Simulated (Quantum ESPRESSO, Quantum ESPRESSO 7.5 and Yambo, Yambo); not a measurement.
# BTe (GaSe-type monolayer): G0W0 with and without spin-orbit coupling

Aim: spinor G0W0 for BTe (GaSe-type monolayer) beside the scalar-relativistic result.

Main program and level: Quantum ESPRESSO 7.5 and Yambo 5.3.0; PBE and many-body steps on it, plane waves.

## 1. The starting structure

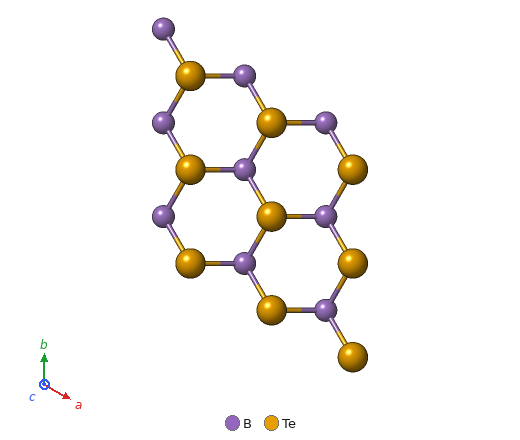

The starting structure, seen from above (boron purple, tellurium orange). 3×3×1 cells are drawn.

The cell holds 4 atoms: 2 B and 2 Te. Its edges and angles: a = 3.570 Å, b = 3.570 Å, c = 16.000 Å, α = 90.0°, β = 90.0°, γ = 120.0°. Vacuum lies along c.

The structure was relaxed with PBE. The runs that relaxed it are not among those shown. Spin-orbit coupling is left out unless a step names it.

## 2. Empty states on the mesh, 6×6×1 mesh, 76 bands

This step: Quantum ESPRESSO 7.5; DFT, PBE, plane waves, norm-conserving pseudopotentials.

The sums over transitions need many empty states on a uniform mesh; this step solves for them.

File pw.in:

```
&control
  calculation = 'nscf'
  prefix = 'x'
  outdir = 'o'
  pseudo_dir = 'pseudo'
/
&system
  ibrav = 0
  nat = 4
  ntyp = 2
  ecutwfc = 68.0
  nbnd = 76
  force_symmorphic = .true.
/
&electrons
  conv_thr = 1e-9
  electron_maxstep = 80
  diago_full_acc = .true.
  diago_thr_init = 5e-6
/
ATOMIC_SPECIES
  B 10.81 B.upf
  Te 127.6 Te.upf
CELL_PARAMETERS angstrom
  3.5697488949 0.0000000003 0.0000000000
  -1.7848744477 3.0914932280 0.0000000000
  0.0000000000 0.0000000000 16.0000000000
ATOMIC_POSITIONS crystal
  B 0.3333333333 0.6666666667 0.5535056986
  B 0.3333333333 0.6666666667 0.4464943014
  Te 0.6666666667 0.3333333333 0.6195329599
  Te 0.6666666667 0.3333333333 0.3804670401
K_POINTS automatic
  6 6 1 0 0 0
```

On the command line:

```
OMP_NUM_THREADS=1 mpirun -n 4 pw.x -nk 4 -in pw.in > pw.out
```

Output:

```text
Program PWSCF v.7.5 starts

     This program is part of the open-source Quantum ESPRESSO suite
     for quantum simulation of materials; please cite
         "P. Giannozzi et al., J. Phys.:Condens. Matter 21 395502 (2009);
         "P. Giannozzi et al., J. Phys.:Condens. Matter 29 465901 (2017);
         "P. Giannozzi et al., J. Chem. Phys. 152 154105 (2020);
     in publications or presentations arising from this work. More details at

     Atomic positions and unit cell read from directory:
     o/x.save/

     Message from routine setup:
[...]
k =-0.0000 0.3849 0.0000 ( 11274 PWs)   bands (ev):

[...]
21.5474  21.5589  22.1240  22.2859  22.3165  22.6134  23.0746  23.1167
    23.5220  23.5758  24.3324  25.5494  25.7191  26.1356  26.2548  27.1048
    27.1259  27.4877  27.8651  28.3354

          k = 0.0000-0.5774 0.0000 ( 11312 PWs)   bands (ev):

     [... further k-points ...]

     highest occupied, lowest unoccupied level (ev):     1.7466    3.2913

     XML data file, pseudopotentials, collected wavefunctions

=------------------------------------------------------------------------------=
   JOB DONE.
=------------------------------------------------------------------------------=
```

Elapsed: 13 s, on 4 MPI ranks of Arm Neoverse V2, shared host; peak memory 0.59 GiB; 52 s of CPU time.

This step gave:

```yaml
gap: 1.545 eV
k_of_the_valence_top: 0, 0, 0
k_of_the_conduction_bottom: 0, 0.3333, 0
least_direct_gap: 2.334 eV
k_points_computed: 7
lowest_point_of_the_top_converged_band_above_the_valence_top: 24.49 eV
```

On this mesh the gap is 1.545 eV.

The density comes from a self-consistent run that is not shown.

## 3. Conversion and set-up

This step: Yambo 5.3.0; conversion and set-up on PBE, plane waves, norm-conserving pseudopotentials.

The states are converted to the many-body program's format and the q mesh is built.

On the command line:

```
(cd o/x.save; p2y > p2y.log; mv SAVE ../..); yambo > setup.log
```

Output:

```text
 Yambo, version 5.3.0

 [02] CORE Variables Setup
 =========================

  [02.01] Unit cells
  ==================

  Cell kind             :  HCP
  Atoms in the cell     :  B  Te
  number of B  atoms    :  2
  number of Te atoms    :  2

  List of atomic masses
  Mass of B     :  10.81000
  Mass of Te    :  127.6000

  List of atomic coordinates    : [cc]
  B1       : -0.65225E-09   3.8947       16.736      order 1
  B2       : -0.65225E-09   3.8947       13.500      order 2
  Te1       :   3.37292   1.94736  18.73196  order 3
[...]
BZ  Q-points                                      :   36

 K/Q-points units:
 rlu = crystal or reduced units; cc = cartesian coordinates; iku = interal k-units

 Q [1]          [rlu]:  0.000000  0.000000  0.000000
 Q [2]          [rlu]: -0.10285E-16  0.16667       0.0000
 Q [3]          [rlu]: -0.20569E-16  0.33333       0.0000
 Q [4]          [rlu]:  0.30854E-16 -0.50000       0.0000
 Q [5]          [rlu]:  0.166667  0.166667  0.000000
 Q [6]          [rlu]:  0.166667  0.333333  0.000000
 Q [7]          [rlu]:  0.333333  0.333333  0.000000

  [03.01] X indexes
  =================

   [03.01.01] Sigma indexes
   ========================

 [06] Game Over & Game summary
```

Run time: 2.3 s. Hardware: 1 MPI rank; peak memory 0.26 GiB.

## 4. Scalar-relativistic

Now the one-shot GW correction: screening in the RPA, then the self-energy of the levels asked for.

This step: G0W0 on PBE, plane waves, norm-conserving pseudopotentials.

File gw1.in:

```
HF_and_locXC
gw0
dyson
ppa
em1d
rim_cut
rim_w
RandQpts= 3000000
RandGvec= 100 RL
CUTGeo= "slab z"
RandGvecW= 9 RL
EXXRLvcs= 68 Ry
VXCRLvcs= 272 Ry
Chimod= "HARTREE"
% BndsRnXp
 1 | 76 |
%
NGsBlkXp= 6.5 Ry
% LongDrXp
 1 | 1 | 0 |
%
% GbndRnge
 1 | 76 |
%
DysSolver= "n"
ExtendOut
PPAPntXp= 27.21138 eV
% QPkrange
 1 | 1 | 18 | 21 |
 3 | 3 | 18 | 21 |
%
```

On the command line:

```
OMP_NUM_THREADS=1 mpirun -n 4 yambo -F gw1.in -J gw1 -C gw1 > gw1.log
```

Output:

```text
 Yambo, version 5.3.0

 [02] CORE Variables Setup
 =========================

  [... cell, symmetries and grids as in the set-up ...]

  [02.05] Energies & Occupations
  ==============================

  [X] === General ===
  [X] Electronic Temperature                        :  0.000000  0.000000 [eV K]
  [X] Bosonic    Temperature                        :  0.000000  0.000000 [eV K]
  [X] Finite Temperature mode                       : no
  [X] El. density                                   :  0.21521E+24 [cm-3]
  [X] Fermi Level                                   :  1.746568 [eV]

  [X] === Gaps and Widths ===
  [X] Conduction Band Min                           :  1.544687 [eV]
  [X] Valence Band Max                              :  0.000000 [eV]
  [X] Filled Bands                                  :  19
  [X] Empty Bands                                   :   20   76
  [X] Direct Gap                                    :  2.334449 [eV]
  [X] Direct Gap localized at k                     :  1
  [X] Indirect Gap                                  :  1.544687 [eV]
  [X] Indirect Gap between kpts                     :  1  3
  [X] Last valence band width                       :  1.667651 [eV]
  [X] 1st conduction band width                     :  0.868508 [eV]

 [03] Transferred momenta grid and indexing
 ==========================================

 IBZ Q-points                                      :   7
 BZ  Q-points                                      :   36

 K/Q-points units:
 rlu = crystal or reduced units; cc = cartesian coordinates; iku = interal k-units

 Q [1]          [rlu]:  0.000000  0.000000  0.000000
 Q [2]          [rlu]: -0.10285E-16  0.16667       0.0000
 Q [3]          [rlu]: -0.20569E-16  0.33333       0.0000
 Q [4]          [rlu]:  0.30854E-16 -0.50000       0.0000
 Q [5]          [rlu]:  0.166667  0.166667  0.000000
 Q [6]          [rlu]:  0.166667  0.333333  0.000000
 Q [7]          [rlu]:  0.333333  0.333333  0.000000

 [04] Coloumb potential Random Integration (RIM)
 ===============================================

 Performing RIM of v_slab

  [04.01] RIM initialization
  ==========================

  * Diagonal components only detected *

  8 x (sBL volume)        :  0.046260 [a.u.]
  sBZ random points       :  3000000
  Points outside the sBZ  :  24001124
  RL volume               :  0.208169 [a.u.]
  Integrated volume       :  0.208160 [a.u.]

  [04.02] RIM integrals
  =====================

  Gamma point sphere radius             :  0.042089 [a.u.]
  Points outside the sphere             :  2398760
  [Int_sBZ(q=0) 1/q^2]*(Vol_sBZ)^(-1/3) =:  7.570843
                                 should be <:  7.795600

  Summary of Coulomb integrals for non-metallic bands |Q|[au] RIM/Bare

  Q [1] 0.100000E-4 0.971169 * Q [2] 0.179251 1.038078
  Q [5] 0.310472 1.034763 * Q [3] 0.358502 1.029501
  Q [6] 0.474253 1.019048 * Q [4] 0.537753 1.015365
  Q [7] 0.620943 1.011437
  Non-periodic chartesian directions : none
  Optical renormalization            :  30.23562 [au]
  Polarizability dimension           : length

 [05] Coloumb potential CutOffslab
 =================================

 Cut directionsZ
 Slab Cutoff:Z
 Symmetry test passed : yes

 [06] Dipoles
 ============

  [06.01] Setup: observables and procedures
  =========================================

  [WARNING] [x,Vnl] slows the Dipoles computation. To neglect it rename the ns.kb_pp file

 [07] Dynamic Dielectric Matrix (PPA)
 ====================================

 [WR./gw1//ndb.pp]---------------------------------------------------------------
  Brillouin Zone Q/K grids (IBZ/BZ)                :    7   36    7   36
  RL vectors                                       :  13945 [WF]
  Coulomb cutoff potential                         : slab z
  Electronic Temperature                           :  0.000000 [K]
  Bosonic    Temperature                           :  0.000000 [K]
  PPA    diel. fun.  energies                      : Perdew, Burke & Ernzerhof(X)+Perdew, Burke & Ernzerhof(C)
[...]
X poles                                          :  100.0000 [o/o]
  RL vectors in the sum                            :  13945
  [r,Vnl] included                                 : yes
  Field direction                                  :  0.707107E-5  0.707107E-5   0.00000
  BZ energy Double Grid                            : no
  BZ energy DbGd points                            : 0
  BZ Q point size factor                           : -1.000000
  X Optical Averaged directions                    : none

 [08] Local Exchange-Correlation + Non-Local Fock
 ================================================

 [VXC] Plane waves :   90405
 [EXS] Plane waves :  11317

 QP @ state[ 1 ] K range:  1  1
 QP @ state[ 1 ] b range:  18  21
 QP @ state[ 2 ] K range:  3  3
 QP @ state[ 2 ] b range:  18  21

 [xc] Functional : Perdew, Burke & Ernzerhof(X)+Perdew, Burke & Ernzerhof(C)
 [xc] LIBXC used to calculate xc functional
  PP Number of Atomic Species                      :  2
  NLCC RL compoments                               :   90405
  PP Number of Atomic Species                      :  2
  NLCC RL compoments                               :   90405

 [xc] E_xc :  -21.86849 [Ha]
      E_xc :  -43.73699 [Ry]

  Local XC kind (lXC) : Perdew, Burke & Ernzerhof(X)+Perdew, Burke & Ernzerhof(C)
  Non-Local XC kind (nlXC) : Hartree-Fock

  Corrections @ K [1] :  [eV]
 <18|nlXC|18> = -15.10187  0.25120E-17 <18|lXC|18> = -13.12023  0.000000
 <19|nlXC|19> = -15.10191  0.75863E-17 <19|lXC|19> = -13.12025 -0.47204E-16
 <20|nlXC|20> = -7.916018  0.53241E-18 <20|lXC|20> = -12.42571  0.000000
 <21|nlXC|21> = -8.321880 -0.33715E-17 <21|lXC|21> = -12.04376  0.18882E-15

  Corrections @ K [3] :  [eV]
 <18|nlXC|18> = -14.98535  0.58277E-17 <18|lXC|18> = -12.08237  0.000000
 <19|nlXC|19> = -15.15727  0.62529E-17 <19|lXC|19> = -12.56454 -0.94408E-16
 <20|nlXC|20> = -7.057144  0.17161E-17 <20|lXC|20> = -10.89447 -0.94408E-16
 <21|nlXC|21> = -7.185704  0.81877E-18 <21|lXC|21> = -11.22198 -0.94408E-16

 [09] Dyson equation: Newton solver
 ==================================

  [09.01] RIM-W interpolation
  ===========================

  [WARNING] RIM-W works only for 2D semiconductors with slab cutoff
  Found compatible q grid: 2D
  q_min[ 1 ]:  0.16667      0.28121E-11   0.0000     [rlu]
   0.166667  0.083333  0.000000 [iku]
  q_min[ 2 ]:  0.10285E-16  0.16667       0.0000     [rlu]
  -0.16173E-10  0.16667       0.0000     [iku]
  G-vectors :   9
  G-vectors loaded:   63
  Number of interpolated frequencies:  2

  Evaluating coefficients q = 0
  Evaluating coefficients q = 0

  [09.02] RIM-W integrals
  =======================

  8 x (sBL volume)        :  0.046260 [a.u.]
  sBZ random points       :  3000000
  Points outside the sBZ  :  24001124
  RL volume               :  0.208169 [a.u.]
  Integrated volume       :  0.208160 [a.u.]

  [09.03] RIM integrals
  =====================

  Comparison between head Wc = W - v averages: < Wc > [au] RIM-W/RIM

   < -Wc [Q = 1] > 0.369734E-1 0.488292E-4 * < -Wc [Q = 2] > 0.005504 0.005320
   < -Wc [Q = 3] > 0.001026 0.001007 * < -Wc [Q = 4] > 0.354551E-3 0.350780E-3
   < -Wc [Q = 5] > 0.001487 0.001457 * < -Wc [Q = 6] > 0.503157E-3 0.498406E-3
   < -Wc [Q = 7] > 0.245017E-3 0.243810E-3

  Comparison between head Wc = W - v averages: < Wc > [au] RIM-W/RIM

   < -Wc [G = 1,G`=0] > 0.369734E-1 0.488292E-4 * < -Wc [G = 2,G`=0] >-0.002026 0.000000
   < -Wc [G = 3,G`=0] >-0.002026 0.000000 * < -Wc [G = 4,G`=0] >-0.797611E-4  0.00000
   < -Wc [G = 5,G`=0] >-0.797611E-4  0.00000 * < -Wc [G = 6,G`=0] > 0.163648E-3  0.00000
   < -Wc [G = 7,G`=0] > 0.163648E-3  0.00000 * < -Wc [G = 8,G`=0] >-0.110440E-4  0.00000
   < -Wc [G = 9,G`=0] >-0.110440E-4  0.00000

 [10] G0W0 (W PPA)
 =================

 [  GW  ] Bands range     :    1   76
 [GW/PPA] G damping       :  0.100000 [eV]

 QP @ state[ 1 ] K range:  1  1
 QP @ state[ 1 ] b range:  18  21
 QP @ state[ 2 ] K range:  3  3
 QP @ state[ 2 ] b range:  18  21

  Sc/G bands                                       :    1   76
  Sc/G damping                                     :  0.100000 ev
  Sc bands terminator                              : no
  Sx RL components                                 :  11317

  QP @ state[ 1 ] K range                          :  1  1
  QP @ state[ 1 ] b range                          :  18  21
  QP @ state[ 2 ] K range                          :  3  3
  QP @ state[ 2 ] b range                          :  18  21
  GF energies kind                                 : Perdew, Burke & Ernzerhof(X)+Perdew, Burke & Ernzerhof(C)
  GF WF`s kind                                     : Perdew, Burke & Ernzerhof(X)+Perdew, Burke & Ernzerhof(C)
  Xs energies kind                                 : Perdew, Burke & Ernzerhof(X)+Perdew, Burke & Ernzerhof(C)
  Xs WF`s kind                                     : Perdew, Burke & Ernzerhof(X)+Perdew, Burke & Ernzerhof(C)

 [14] Game Over & Game summary
```

The job ended after 96 s (4 MPI ranks; peak memory 2.3 GiB; 6.3 min of CPU time).

This step gave:

* G0W0 gap on the points computed: 2.929 eV
* starting gap on the mesh: 1.545 eV
* k of the valence top: 0, 0, 0
* k of the conduction bottom: 0, 0.3333, 0
* least direct G0W0 gap on the computed points: 3.899 eV
* Z at the valence top: 0.7742
* Z at the conduction bottom: 0.7715

The gap on the mesh goes from 1.54 eV to 2.93 eV, a correction of +1.38 eV.

## 5. Empty states on the mesh, 6×6×1 mesh, 152 bands

This step: Quantum ESPRESSO 7.5; DFT, PBE with spin-orbit coupling, plane waves, norm-conserving pseudopotentials.

pw.in: that of step 2 with these lines changed.

```diff
@@ -11,4 +11,6 @@
   ecutwfc = 68.0
-  nbnd = 76
+  nbnd = 152
   force_symmorphic = .true.
+  noncolin = .true.
+  lspinorb = .true.
 /
```

On the command line:

```
OMP_NUM_THREADS=1 mpirun -n 4 pw.x -nk 4 -in pw.in > pw.out
```

Output:

```text
[banner, memory and clock lines left out]
Program PWSCF v.7.5 starts

     Atomic positions and unit cell read from directory:
     o/x.save/

     Message from routine setup:
     using ibrav=0 with symmetry is DISCOURAGED, use correct ibrav instead

     G-vector sticks info

     bravais-lattice index     =            0
     lattice parameter (alat)  =       6.7458  a.u.
     unit-cell volume          =    1191.5782 (a.u.)^3
     number of atoms/cell      =            4
     number of atomic types    =            2
     number of electrons       =        38.00
[...]
[... 7 further rows ...]
[...]
k =-0.0000 0.1925 0.0000 ( 11267 PWs)   bands (ev):

[...]
[... 7 further rows ...]
[...]
k =-0.0000 0.3849 0.0000 ( 11274 PWs)   bands (ev):

[...]
[... 7 further rows ...]
    25.7213  25.7213  26.1343  26.1343  26.2618  26.2618  27.1032  27.1032
    27.1330  27.1330  27.4906  27.4906  27.8675  27.8676  28.3404  28.3405

          k = 0.0000-0.5774 0.0000 ( 11312 PWs)   bands (ev):

     [... further k-points ...]

     highest occupied, lowest unoccupied level (ev):     2.0251    3.2667

     XML data file, pseudopotentials, collected wavefunctions
```

It took 72 s on 4 MPI ranks; peak memory 1.5 GiB; 4.8 min of CPU time.

Numbers from this step:

```yaml
gap: 1.242 eV
k_of_the_valence_top: 0, 0, 0
k_of_the_conduction_bottom: 0.3333, 0.3333, 0
least_direct_gap: 2.072 eV
k_points_computed: 7
lowest_point_of_the_top_converged_band_above_the_valence_top: 24.21 eV
```

On this mesh the gap is 1.242 eV.

The density comes from a self-consistent run that is not shown, made with spin-orbit coupling and fully relativistic files.

(Part 1 of 2 ends here.)

[Paths, hosts, dates, memory and timing lines, banners, echoed tables and standing remarks are left out of the program output.]

[Logs are printed without paths, hosts, clocks, repeated set-up lines and the standing remarks that a program may print on its own settings, such as how far it seeks lower states.]

[Runs of the session that timed out or met a known fault of the program may be left out.]

[Hosts, paths, dates, database ids (printed as entryN), source tags and the programs' standing remarks are cut or masked in the printed files.]
